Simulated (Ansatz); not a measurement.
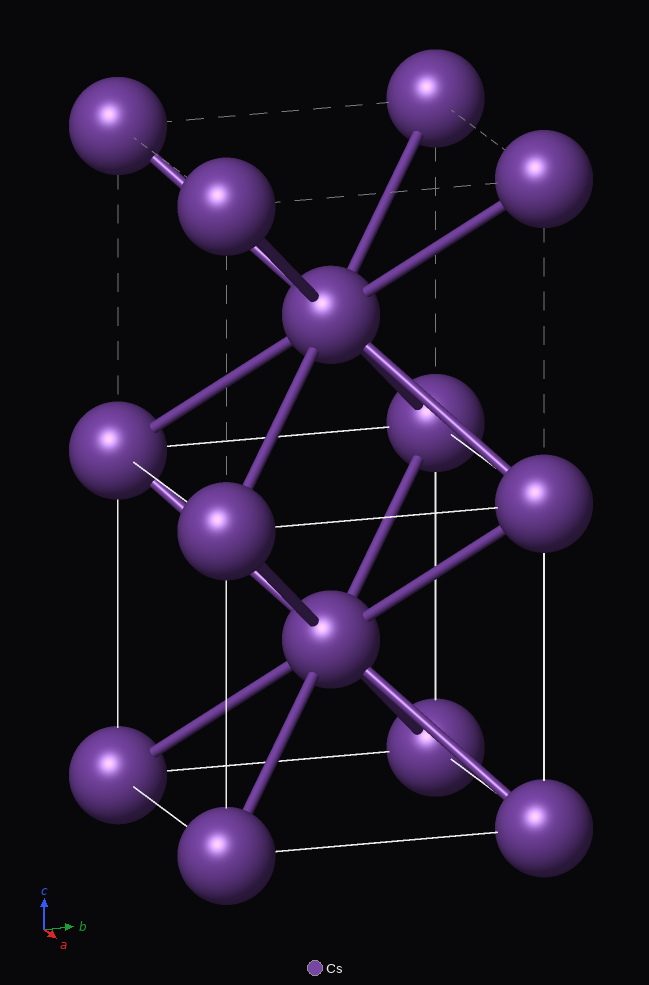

We look at a ball-and-stick model of the crystal slightly off an axis. The solid frame is a single conventional unit cell within a 1×1×2 block.

- The element is caesium.
- Symmetry: Im-3m (No. 229), body-centred cubic lattice.
- The structure is of the kind named body-centred cubic (W type).
- The cell holds two atoms.
- About every Cs there are eight Cs in a cubic arrangement.
- The bonds build a three-dimensional framework.

The structure comes from the standard structure of this element. Earlier steps of the study may have refined or changed the cell and positions. It went into a calculation with Ansatz.
